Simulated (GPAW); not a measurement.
Consider CSO (R3m).

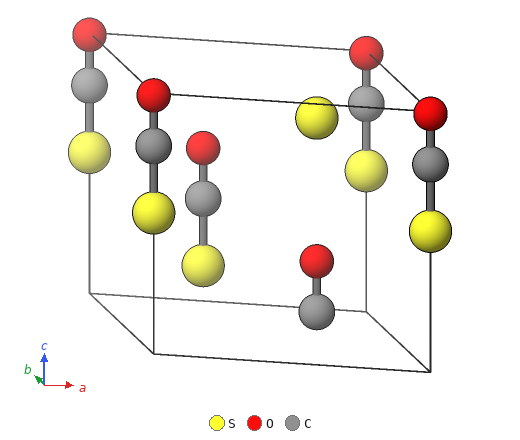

The structure (sulfur yellow, oxygen red, carbon grey). Bonds to atoms that aren't drawn are left out. Some periodic images of atoms are drawn too.

```xyz
3
Lattice="3.2940 1.9018 2.0235 -3.2940 1.9018 2.0235 0.0000 -3.8036 2.0235" Properties=species:S:1:pos:R:3 pbc="T T T"
S     0.0000    0.0000    3.2842
O     0.0000    0.0000    6.0189
C     0.0000    0.0000    4.8425
```

Absorber: atom 1, with 1 C at 1.56 Å (terminal, site symmetry 3m). Method: GPAW, LDA, full core hole (charged cell), 6-atom cell with 5.6 Å between holes, 5×5×5 k points, dipole transitions, Gaussian full width 0.9 eV up to 4 eV, rising linearly to 3.5 eV at 25 eV.

Where do the maxima of the S K edge fall?

Main maxima up to 24 eV above the zero (height): 0.0 eV (4.12), 1.6 eV (5.30), 7.1 eV (1.21) and 23.9 eV (1.48). A K edge sees empty p states on the absorber. The total-energy difference plus the lowest empty eigenvalue puts the zero at 2475.52 eV. One term is added: -16.82 eV, since the hole is spin-paired here and a spin-polarised one costs that much less in the free atom (computed apart). The photon energy is then 2458.70 eV. The functional and the charged cell's background leave an error in such absolute values: in the free atom LDA prices this hole 9.1 eV below PBE (computed apart), and PBE is itself good to a few eV.

The S K spectrum (energy from the lowest empty level; intensity scaled to a mean of 1 over the first 20 eV; polarised curves are means over the symmetry-equivalent atoms):

| E (eV) | isotropic | ε ⊥ c | ε ∥ c |
| --- | --- | --- | --- |
| -2.0 | 0.00 | 0.00 | 0.00 |
| -0.5 | 1.53 | 2.30 | 0.01 |
| 1.0 | 1.74 | 0.29 | 4.65 |
| 2.5 | 0.54 | 0.04 | 1.55 |
| 4.0 | 0.33 | 0.25 | 0.47 |
| 5.5 | 0.52 | 0.47 | 0.61 |
| 7.0 | 1.21 | 1.37 | 0.88 |
| 8.5 | 0.82 | 0.78 | 0.91 |
| 10.0 | 0.63 | 0.49 | 0.92 |
| 11.5 | 0.59 | 0.51 | 0.73 |
| 13.0 | 0.73 | 0.66 | 0.87 |
| 14.5 | 0.81 | 0.79 | 0.85 |
| 16.0 | 0.79 | 0.84 | 0.68 |
| 17.5 | 0.85 | 0.98 | 0.59 |
| 19.0 | 0.88 | 0.92 | 0.80 |
| 20.5 | 1.05 | 0.97 | 1.21 |
| 22.0 | 1.29 | 1.12 | 1.63 |
| 23.5 | 1.47 | 1.25 | 1.92 |
| 25.0 | 1.41 | 1.18 | 1.88 |
| 26.5 | 1.12 | 0.93 | 1.51 |
| 28.0 | 0.82 | 0.71 | 1.06 |
| 29.5 | 0.65 | 0.60 | 0.73 |
| 31.0 | 0.60 | 0.62 | 0.55 |

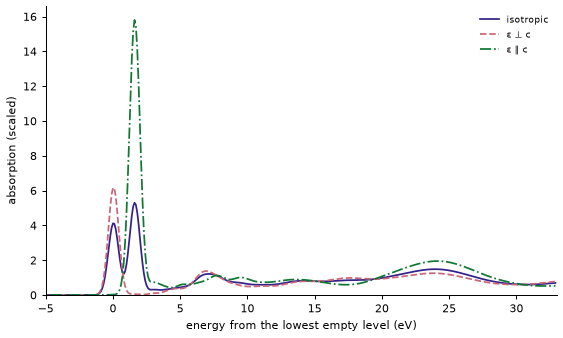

The S K edge.

The holes are only 5.6 Å apart, so the shape is probably not converged with cell size; no larger cell was run here. The mesh is coarse (0.24 Å⁻¹ between points), so small maxima may be mesh ripples. Lifetime broadening is put in by hand, and intensities beyond about 20 eV depend on it and on the partial waves. The structure is a computed Materials Project entry and may be a hypothetical form.

[Banner, clock and machine lines of the logs are left out without a mark of their own.]

[Logs are printed without paths, hosts, clocks, repeated set-up lines and the standing remarks that a program may print on its own settings, such as how far it seeks lower states.]

[Hosts, paths, dates, database ids (printed as entryN), source tags and the programs' standing remarks are cut or masked in the printed files.]

[Lists of maxima count a maximum above −3 eV only where it reaches 4 % of the highest in the window and stands out from its surroundings by 2 % of it (1.5 % where it reaches 55 %); shoulders and weaker maxima are passed over, and of the rest the first, up to two pre-edge ones and the few strongest are named.]
